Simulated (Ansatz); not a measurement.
**A computed series for La: response to strain**

Start from La (space group P6_3/mmc, No. 194; a = 3.7695 Å, c = 12.1136 Å; relaxed with 0.1 eV smearing). Axes: x lies along a and z along c of the hexagonal cell.

Strains are applied to the cell and any free atomic positions relax; under biaxial strain the out-of-plane vector relaxes too.

Calculations: PBE (Ansatz, a first-principles code, PAW, no spin-orbit coupling).

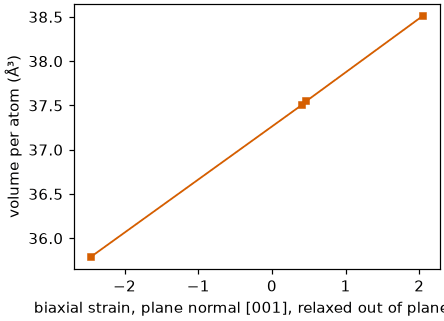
Volume per atom against biaxial strain, plane normal [001], relaxed out of plane

Q: From the plot, what is the volume per atom for biaxial strain −2.46 %, plane normal [001], relaxed out of plane?

A: About 35.8 Å³.

Q: Is the trend monotonic over the range shown?

A: Yes, it rises throughout, spanning 35.79 Å³ to 38.51 Å³.

Whether these cells are dynamically stable was not tested.
